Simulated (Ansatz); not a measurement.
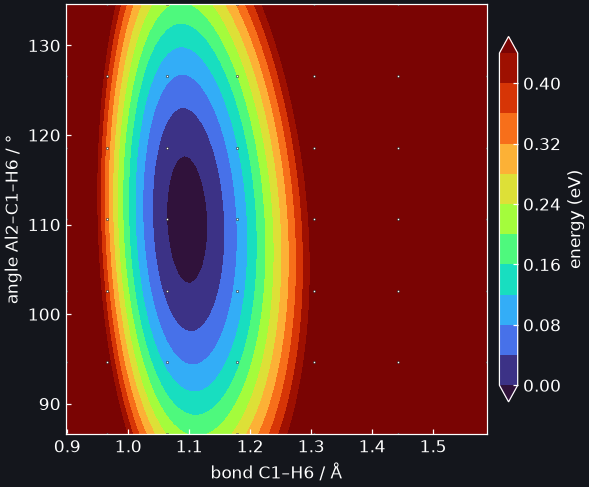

CH₄AlCl, SMILES [CH3][AlH][Cl]. Two internal coordinates are moved rigidly from the geometry relaxed at PBE0-D4/def2-TZVP, all others fixed. First axis: bond C1–H6. Second axis: angle Al2–C1–H6. The scan uses a 7 × 7 grid. Points are written as (first, second). All energies are given in eV relative to the lowest grid point. Level of theory: Ansatz 0.2.0, RKS r2SCAN-D4/def2-TZVPP.

Drawn: filled contours, dots at the grid points, one colour for all values above the top of the scale. Between grid points the surface is interpolated.

> Where is the minimum, and how stiff is the well along each coordinate?

The interpolated minimum is at bond C1–H6 ≈ 1.095 Å, angle Al2–C1–H6 ≈ 110.6°. The curvatures there are about 32 eV/Å² and 2.5 eV/rad², with a cross term of about 0.99 eV/(Å·rad). Round the minimum the two coordinates are weakly coupled (coupling 0.11 in units of the two stiffnesses).
